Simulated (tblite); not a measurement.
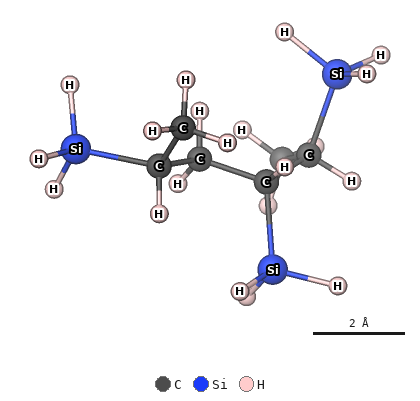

Fig. 1: The structure as given in the input (ball-and-stick view, seen at a tilt).

**Geometry relaxation of C$_{6}$H$_{20}$Si$_{3}$ (part 1 of 2)**

The run: geometry relaxation of C$_{6}$H$_{20}$Si$_{3}$, SMILES C[C@@H]([SiH3])C[C@@H]([SiH3])[C@@H](C)[SiH3]. Method and program: GFN2-xTB geometry optimisation, gas phase (tblite 0.8.0).

Input file:
```
{"job": {"xc": "GFN2-xTB", "basis": "xTB", "kind": "relax"}, "charge": 0, "multiplicity": 1}
C     -2.150100     0.639600     1.340400
C     -1.906100    -0.351000     0.191300
Si    -3.316900    -0.313200    -1.100000
C     -0.514300    -0.126400    -0.473300
C      0.726500    -0.365600     0.455200
Si     1.009800    -2.240000     0.881100
C      2.037800     0.305500    -0.132700
C      2.273800     0.024800    -1.620600
Si     2.165900     2.188400     0.268300
H     -1.455400     0.501800     2.168000
H     -3.165300     0.513500     1.761900
H     -2.077200     1.675100     0.994800
H     -1.954900    -1.365900     0.628100
H     -3.362300     1.032200    -1.739000
H     -3.072600    -1.334000    -2.136600
H     -4.621900    -0.586800    -0.416500
H     -0.491800     0.897400    -0.846500
H     -0.430900    -0.791800    -1.345300
H      0.537700     0.087500     1.435600
H     -0.162800    -2.762800     1.617000
H      2.215100    -2.345600     1.750000
H      1.216100    -3.002100    -0.370600
H      2.906800    -0.102500     0.423400
H      3.244100     0.380400    -1.943900
H      2.241600    -1.048400    -1.834300
H      1.510300     0.510300    -2.250900
H      2.039000     2.389500     1.734600
H      3.473400     2.705100    -0.195200
H      1.064700     2.913000    -0.427400
```

The first line tells a small driver script what to run in tblite; the rest is the geometry in Å.

Machine: 1 CPU thread, shared host.

Run as:
```bash
OMP_NUM_THREADS=1 python <driver script> task.json out
```

What the program printed:
```
step      E/eV     max force
  0    -767.89506    0.756
  1    -767.94985    0.411
  2    -767.99219    0.320
  3    -768.01469    0.427
  4    -768.03138    0.307
  5    -768.04108    0.220
  6    -768.04904    0.185
  7    -768.05527    0.188
  8    -768.05940    0.130
  9    -768.06233    0.123
 10    -768.06513    0.123
 11    -768.06791    0.160
 12    -768.07030    0.144
 13    -768.07220    0.082
 14    -768.07399    0.087
 15    -768.07585    0.100
 16    -768.07735    0.091
 17    -768.07820    0.050
 18    -768.07867    0.038
 19    -768.07867    0.038
 20    -768.07889    0.037
 21    -768.07964    0.048
 22    -768.07994    0.054
 23    -768.08056    0.044
 24    -768.08096    0.047
 25    -768.08143    0.043
 26    -768.08183    0.040
 27    -768.08225    0.036
 28    -768.08271    0.044
 29    -768.08330    0.057
 30    -768.08398    0.056
 31    -768.08469    0.053
 32    -768.08536    0.059
 33    -768.08601    0.060
 34    -768.08666    0.056
 35    -768.08727    0.050
 36    -768.08783    0.050
 37    -768.08842    0.046
 38    -768.08906    0.063
 39    -768.08968    0.059
 40    -768.09015    0.040
 41    -768.09047    0.038
 42    -768.09076    0.032
 43    -768.09108    0.040
 44    -768.09146    0.040
 45    -768.09188    0.043
 46    -768.09232    0.050
 47    -768.09272    0.046
 48    -768.09306    0.032
 49    -768.09334    0.034
 50    -768.09359    0.033
 51    -768.09386    0.034
 52    -768.09418    0.042
 53    -768.09458    0.050
 54    -768.09505    0.067
 55    -768.09554    0.061
 56    -768.09604    0.060
 57    -768.09654    0.060
 58    -768.09708    0.048
 59    -768.09762    0.054
 60    -768.09808    0.037
 61    -768.09843    0.033
 62    -768.09873    0.034
 63    -768.09903    0.036
 64    -768.09939    0.043
 65    -768.09983    0.061
 66    -768.10039    0.061
 67    -768.10111    0.062
 68    -768.10193    0.063
 69    -768.10271    0.058
 70    -768.10340    0.055
 71    -768.10409    0.057
 72    -768.10484    0.057
 73    -768.10558    0.056
 74    -768.10604    0.058
 75    -768.10640    0.104
 76    -768.10697    0.063
 77    -768.10790    0.030
 78    -768.10878    0.041
 79    -768.10956    0.044
 80    -768.11014    0.044
 81    -768.11059    0.042
 82    -768.11105    0.040
 83    -768.11158    0.055
 84    -768.11217    0.055
 85    -768.11277    0.059
 86    -768.11321    0.052
 87    -768.11353    0.040
 88    -768.11396    0.035
 89    -768.11424    0.032
 90    -768.11448    0.028
 91    -768.11473    0.030
 92    -768.11503    0.035
 93    -768.11536    0.032
 94    -768.11566    0.033
 95    -768.11593    0.035
 96    -768.11619    0.032
 97    -768.11647    0.031
 98    -768.11678    0.031
 99    -768.11708    0.030
100    -768.11739    0.032
101    -768.11769    0.039
102    -768.11794    0.032
103    -768.11808    0.045
104    -768.11828    0.031
105    -768.11848    0.027
106    -768.11872    0.028
107    -768.11898    0.032
108    -768.11926    0.034
109    -768.11952    0.039
110    -768.11977    0.039
111    -768.12002    0.037
112    -768.12027    0.033
113    -768.12056    0.033
114    -768.12092    0.035
115    -768.12131    0.045
116    -768.12165    0.039
117    -768.12191    0.030
118    -768.12211    0.029
119    -768.12231    0.035
120    -768.12253    0.035
121    -768.12275    0.025
122    -768.12291    0.023
123    -768.12303    0.023
124    -768.12314    0.026
125    -768.12325    0.026
126    -768.12337    0.021
127    -768.12354    0.020
128    -768.12362    0.026
129    -768.12379    0.025
130    -768.12390    0.023
131    -768.12398    0.017
132    -768.12402    0.013
133    -768.12406    0.012
134    -768.12410    0.017
135    -768.12415    0.018
136    -768.12421    0.016
137    -768.12426    0.016
138    -768.12431    0.013
139    -768.12434    0.012
140    -768.12438    0.014
141    -768.12443    0.015
142    -768.12449    0.015
143    -768.12454    0.012
144    -768.12458    0.013
145    -768.12461    0.012
146    -768.12466    0.013
147    -768.12471    0.014
148    -768.12477    0.015
149    -768.12482    0.017
150    -768.12486    0.016
151    -768.12491    0.014
152    -768.12497    0.015
153    -768.12502    0.017
154    -768.12507    0.014
155    -768.12512    0.015
156    -768.12518    0.022
157    -768.12524    0.021
158    -768.12530    0.020
159    -768.12535    0.013
160    -768.12539    0.010
161    -768.12543    0.013
162    -768.12547    0.012
163    -768.12551    0.013
164    -768.12556    0.015
165    -768.12562    0.017
166    -768.12568    0.015
167    -768.12573    0.013
168    -768.12578    0.013
169    -768.12584    0.017
170    -768.12591    0.018
171    -768.12602    0.023
172    -768.12617    0.032
173    -768.12635    0.031
174    -768.12652    0.024
175    -768.12667    0.022
176    -768.12681    0.022
177    -768.12694    0.026
178    -768.12707    0.020
179    -768.12717    0.020
180    -768.12726    0.019
181    -768.12733    0.024
182    -768.12741    0.022
183    -768.12751    0.024
184    -768.12760    0.019
185    -768.12769    0.020
186    -768.12777    0.023
187    -768.12785    0.022
188    -768.12796    0.027
189    -768.12809    0.027
190    -768.12823    0.037
191    -768.12840    0.034
192    -768.12858    0.031
193    -768.12877    0.024
194    -768.12897    0.044
195    -768.12919    0.059
196    -768.12939    0.057
197    -768.12960    0.029
198    -768.12978    0.025
199    -768.12997    0.029
200    -768.13014    0.038
201    -768.13038    0.030
202    -768.13058    0.036
203    -768.13077    0.037
204    -768.13098    0.036
205    -768.13125    0.042
206    -768.13149    0.034
207    -768.13162    0.050
208    -768.13181    0.033
209    -768.13199    0.018
210    -768.13226    0.032
211    -768.13248    0.030
212    -768.13263    0.022
213    -768.13275    0.019
214    -768.13286    0.020
215    -768.13297    0.020
216    -768.13307    0.021
217    -768.13317    0.019
218    -768.13325    0.015
219    -768.13332    0.016
220    -768.13338    0.019
221    -768.13344    0.019
222    -768.13351    0.015
223    -768.13357    0.015
224    -768.13363    0.017
225    -768.13369    0.014
226    -768.13373    0.013
227    -768.13376    0.011
228    -768.13378    0.010
229    -768.13381    0.010
230    -768.13383    0.013
231    -768.13385    0.012
232    -768.13387    0.012
233    -768.13389    0.012
234    -768.13392    0.012
235    -768.13394    0.013
236    -768.13396    0.010
237    -768.13398    0.007
238    -768.13400    0.009
239    -768.13401    0.009
240    -768.13403    0.010
241    -768.13405    0.011
242    -768.13407    0.012
243    -768.13410    0.012
244    -768.13412    0.010
245    -768.13414    0.010
246    -768.13415    0.009
247    -768.13417    0.008
248    -768.13418    0.007
249    -768.13419    0.007
250    -768.13420    0.008
251    -768.13421    0.007
252    -768.13422    0.006
253    -768.13423    0.005
254    -768.13423    0.004
255    -768.13423    0.004
256    -768.13424    0.004
257    -768.13424    0.004
```

Trajectory as extended XYZ (Å, eV, eV/Å), 8 of the 12 frames kept, from step=0 to step=257:
```
29
Properties=species:S:1:pos:R:3:forces:R:3 step=0 energy=-767.89506
C    -2.1501    0.6396    1.3404   -0.5420   0.0410   0.0110
C    -1.9061   -0.3510    0.1913    0.4200  -0.0910   0.1710
Si   -3.3169   -0.3132   -1.1000   -0.2880   0.3200  -0.0580
C    -0.5143   -0.1264   -0.4733    0.0870  -0.4140   0.6260
C     0.7265   -0.3656    0.4552    0.2430  -0.1760  -0.6370
Si    1.0098   -2.2400    0.8811    0.0450   0.3470  -0.2050
C     2.0378    0.3055   -0.1327   -0.2770   0.0340   0.4950
C     2.2738    0.0248   -1.6206   -0.5970  -0.1760  -0.0600
Si    2.1659    2.1884    0.2683   -0.4170   0.0430  -0.1380
H    -1.4554    0.5018    2.1680    0.0630  -0.0180  -0.1250
H    -3.1653    0.5135    1.7619    0.4270  -0.0190  -0.2630
H    -2.0772    1.6751    0.9948    0.0740  -0.1950   0.0010
H    -1.9549   -1.3659    0.6281    0.2990   0.2390  -0.0830
H    -3.3623    1.0322   -1.7390   -0.0240  -0.3760   0.1680
H    -3.0726   -1.3340   -2.1366   -0.0330   0.1270   0.1590
H    -4.6219   -0.5868   -0.4165    0.4860   0.1010  -0.2530
H    -0.4918    0.8974   -0.8465    0.0500   0.0960   0.0520
H    -0.4309   -0.7918   -1.3453   -0.0200   0.1250   0.2300
H     0.5377    0.0875    1.4356    0.0030   0.2480  -0.2140
H    -0.1628   -2.7628    1.6170    0.2520   0.0450  -0.1450
H     2.2151   -2.3456    1.7500   -0.3440   0.0200  -0.2430
H     1.2161   -3.0021   -0.3706   -0.0520   0.0760   0.2710
H     2.9068   -0.1025    0.4234   -0.3710  -0.2050  -0.1890
H     3.2441    0.3804   -1.9439    0.1440   0.1610   0.0800
H     2.2416   -1.0484   -1.8343   -0.0550   0.1090   0.1090
H     1.5103    0.5103   -2.2509    0.3060  -0.1600   0.3010
H     2.0390    2.3895    1.7346    0.0410  -0.0620  -0.3600
H     3.4734    2.7051   -0.1952   -0.2650  -0.1080   0.0880
H     1.0647    2.9130   -0.4274    0.3440  -0.1330   0.2120
29
Properties=species:S:1:pos:R:3:forces:R:3 step=46 energy=-768.09232
C    -2.1315    0.6501    1.3556   -0.0040   0.0110   0.0190
C    -1.8417   -0.3403    0.2296   -0.0160   0.0200   0.0180
Si   -3.2219   -0.2947   -1.0881   -0.0300   0.0120  -0.0080
C    -0.4844   -0.0678   -0.4242   -0.0050  -0.0270   0.0270
C     0.7274   -0.3629    0.4637    0.0160  -0.0020  -0.0010
Si    0.9760   -2.2295    0.7876    0.0050   0.0010  -0.0070
C     2.0069    0.2924   -0.0929    0.0020   0.0220   0.0150
C     2.2516   -0.0496   -1.5595    0.0060   0.0020   0.0070
Si    2.0377    2.1791    0.2078   -0.0120   0.0340   0.0000
H    -1.4124    0.5566    2.1680    0.0080   0.0030  -0.0010
H    -3.1222    0.4802    1.7740    0.0030   0.0050  -0.0170
H    -2.0880    1.6726    0.9829   -0.0160  -0.0060   0.0090
H    -1.8186   -1.3448    0.6673    0.0100   0.0130  -0.0270
H    -3.2645    1.0287   -1.7190    0.0040  -0.0230   0.0170
H    -2.9381   -1.3080   -2.1073   -0.0130   0.0020   0.0030
H    -4.5143   -0.5687   -0.4541    0.0190   0.0020  -0.0120
H    -0.4584    0.9850   -0.7255   -0.0210  -0.0450  -0.0070
H    -0.4081   -0.6697   -1.3341    0.0020   0.0170   0.0020
H     0.5498    0.1000    1.4423   -0.0150  -0.0120  -0.0030
H    -0.1391   -2.7901    1.5516   -0.0110  -0.0140   0.0220
H     2.1985   -2.3930    1.5784    0.0100  -0.0030  -0.0020
H     1.0972   -2.9825   -0.4620   -0.0150  -0.0030  -0.0180
H     2.8513   -0.1185    0.4770   -0.0010  -0.0030   0.0020
H     3.2387    0.2918   -1.8657    0.0090   0.0060  -0.0050
H     2.1999   -1.1258   -1.7199    0.0170   0.0030  -0.0200
H     1.5176    0.4292   -2.2042    0.0160  -0.0130  -0.0090
H     1.8824    2.4104    1.6465    0.0020   0.0150  -0.0070
H     3.3195    2.7169   -0.2501    0.0150  -0.0060   0.0030
H     0.9689    2.8809   -0.5088    0.0160  -0.0110   0.0000
```
